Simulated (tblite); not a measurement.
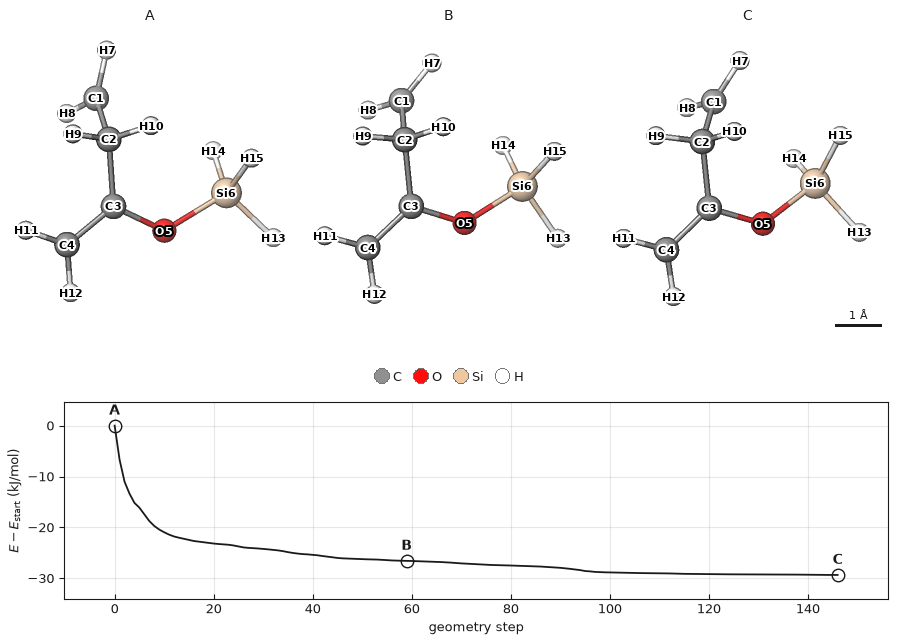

Frames of a relaxation of C$_{4}$H$_{9}$OSi (multiplicity 2), marked on the history of the run. Style: ball-and-stick. Shown at a tilt.

Level of theory: tblite, GFN2-xTB geometry optimisation, gas phase. 

Question: What happens along the run?

Answer: Over 146 geometry steps the energy falls by 29.3 kJ/mol. The largest move after the best rigid fit is that of H7, 0.81 Å. Largest moves by element: H 0.81 Å, C 0.44 Å, Si 0.31 Å, O 0.24 Å. Some distances before and after: C3–O5 1.392 → 1.345 Å, Si6–H13 1.493 → 1.459 Å, O5–Si6 1.660 → 1.627 Å, C4–H12 1.097 → 1.075 Å. Bond angles that change, for instance: O5–Si6–H13 108.8° → 97.4°, C2–C3–O5 123.0° → 115.9°, C3–O5–Si6 126.5° → 131.8°. Groups turn about C1–C2 by about 20°, C2–C3 by about 20°. From step 0 to 59: H7 moves most (0.68 Å), energy −26.6 kJ/mol. From step 59 to 146: H15 moves most (0.52 Å), energy −2.77 kJ/mol.

```
step  E − E(0), kJ/mol
   0              0.00
   1             -6.70
   2            -11.01
   3            -13.37
   4            -15.18
   5            -16.12
   6            -17.45
   7            -18.75
   8            -19.71
   9            -20.42
  10            -20.96
  17            -22.80
  24            -23.55
  31            -24.32
  39            -25.31
  46            -26.08
  53            -26.32
  60            -26.60
  67            -26.87
  74            -27.27
  82            -27.56
  89            -27.88
  96            -28.65
 103            -28.92
 110            -29.01
 117            -29.15
 125            -29.23
 132            -29.25
 139            -29.29
 146            -29.35
```
